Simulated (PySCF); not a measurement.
Dissociation curve of SMILES SS (H2S2). The S1–S3 bond (S1 also carries H; S3 carries H) is pulled apart rigidly from the PBE0/def2-TZVP optimised geometry.

```
4

S      0.0000     0.0000     0.0000
H      0.0000     1.3316    -0.2023
S      0.0000     0.0000     2.0462
H     -1.3315    -0.0134     2.2485
```

- NEVPT2 = PySCF with SC-NEVPT2 on CASSCF(2,2)/6-31G, all electrons correlated
- RCCSD(T) = CCSD(T) on RHF/6-31G, 10 core orbitals frozen (PySCF)
- RCCSD = PySCF with CCSD on RHF/6-31G, 10 core orbitals frozen

Energies are in kcal/mol, each relative to the lowest point of its own curve near equilibrium.

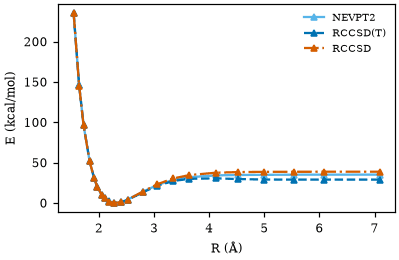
*Energy against bond length for each method.*

```csv
R / Å,NEVPT2,RCCSD(T),RCCSD
1.54,235.3,235.1,234.8
1.64,145.6,145.7,145.4
1.72,96.5,96.7,96.4
1.83,51.6,52.0,51.7
1.91,30.8,31.1,30.9
1.97,19.8,20.1,19.9
2.05,9.8,10.1,9.9
2.10,5.7,6.0,5.8
2.18,1.7,1.8,1.7
2.27,0.0,0.0,0.0
2.40,1.0,0.8,1.0
2.52,4.1,3.7,4.1
2.79,13.7,13.0,13.9
3.06,22.4,21.4,23.3
3.35,28.6,27.3,30.4
3.64,32.0,29.9,34.6
4.13,34.2,30.5,37.5
4.53,34.7,29.6,38.3
5.00,34.9,29.0,38.6
5.54,35.0,29.0,38.7
6.09,35.1,29.0,38.7
7.10,35.1,28.9,38.7
```

At the longest distance, 7.10 Å, RCCSD lies highest above its minimum (38.7 kcal/mol) and RCCSD(T) lowest (28.9 kcal/mol).

The T1 diagnostic of CCSD on the restricted reference of RCCSD(T), RCCSD exceeds 0.045 at 4.13 to 5.54 Å.
